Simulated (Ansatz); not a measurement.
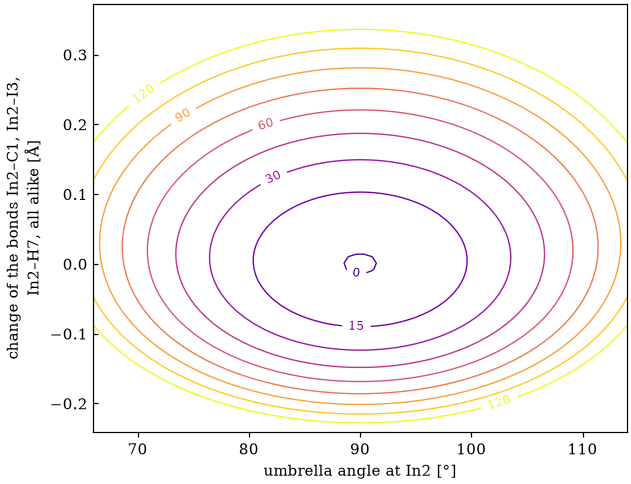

Energy landscape of CH4IIn, SMILES [CH3][InH][I]. 
- Coordinates scanned: (1) umbrella angle at In2 (between each of its bonds and their common axis; 90 is planar); (2) change of the bonds In2–C1, In2–I3, In2–H7, all alike.
- Nothing is relaxed (all other coordinates rigid).
- The grid has 13 × 13 points.
- Points are written as (first, second).
- All energies are given in kJ/mol relative to the lowest grid point.
- Level of theory: RKS PBE0-D4/def2-SVP in Ansatz 0.2.0.

In the figure: contour lines labelled in kJ/mol (none above 120). Between grid points the surface is interpolated. 

Where are the wells?

Answer. The lowest grid point is at (90°, 0.015 Å). No other kind of well shows on this grid. The highest grid point, (66°, −0.241 Å), lies 263 kJ/mol above the lowest. Round the minimum the two coordinates are nearly uncoupled.

The values on the grid:

```
second ↓, first →   66   70   74   78   82   86   90   94   98  102  106  110  114
            0.373  207  187  170  158  149  143  141  143  149  158  170  187  207
            0.321  181  160  142  129  119  113  112  113  119  129  142  160  181
            0.270  157  135  117  103   92   86   84   86   92  102  117  135  157
            0.219  136  113   93   78   68   61   59   61   68   78   93  113  136
            0.168  118   93   73   57   46   39   37   39   46   57   73   93  118
            0.117  105   78   57   40   29   21   19   21   29   40   57   78  104
            0.066   96   69   46   29   16    9    6    9   16   29   46   68   96
            0.015   95   66   42   24   11    3    0    3   10   24   42   66   95
           −0.037  102   71   46   27   13    5    2    5   13   27   46   71  102
           −0.088  120   87   61   41   26   17   14   17   26   40   61   87  120
           −0.139  151  116   88   67   51   42   39   42   51   66   88  116  151
           −0.190  198  161  131  108   92   82   79   82   92  108  131  160  197
           −0.241  263  224  192  168  151  140  137  140  151  168  192  224  263
```

Each point was launched as `ansatz run input.yaml --threads 1 --pin off --max-ram 2560MiB --backend cpu --events-out ev --progress --plain --runs-dir out`. Time for the 169 points that were run: 28 min on 1 thread of Arm Neoverse V2, on a shared host.
